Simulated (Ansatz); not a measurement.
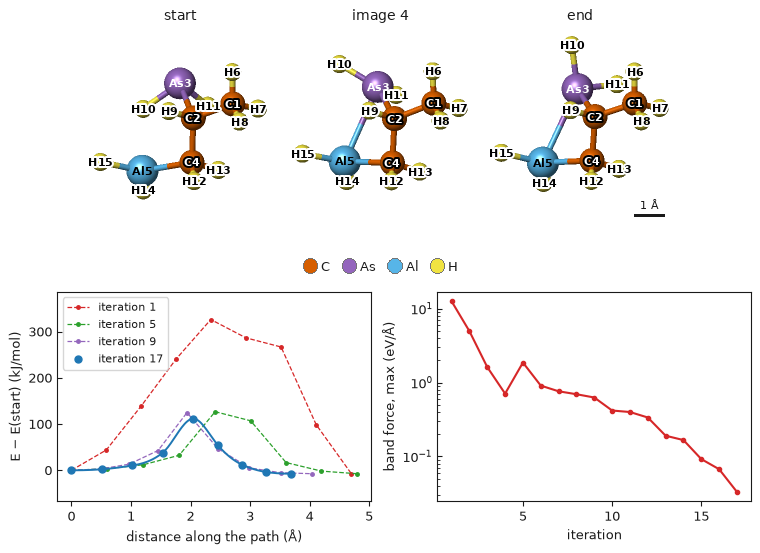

A nudged-elastic-band calculation for C3H10AlAs. Images are numbered from 0 (start) to 8 (end). The plot follows the band through its iterations. A ball-and-stick model, seen from a free direction.

These are results of RKS PBE0-D4/def2-SVP (Ansatz), not measurements. Run with 7 movable images; climbing image; force threshold 0.05 eV/Å; iteration limit 31; starting path through a guess of the saddle point.

**How did the profile develop, and is the result final?**

The result is final at these settings. The band converged in 17 iterations. The largest component of the band force went from 13 to 0.033 eV/Å. The climbing image converged on the top of the path. Its vibrational analysis gives one imaginary mode (733i cm⁻¹), as a transition state must have. The first iteration put the highest image at 326.3 kJ/mol. The highest point, image 4, lies 111.7 kJ/mol above the start and 119.1 kJ/mol above the end; the end is at −7.4 kJ/mol relative to the start.
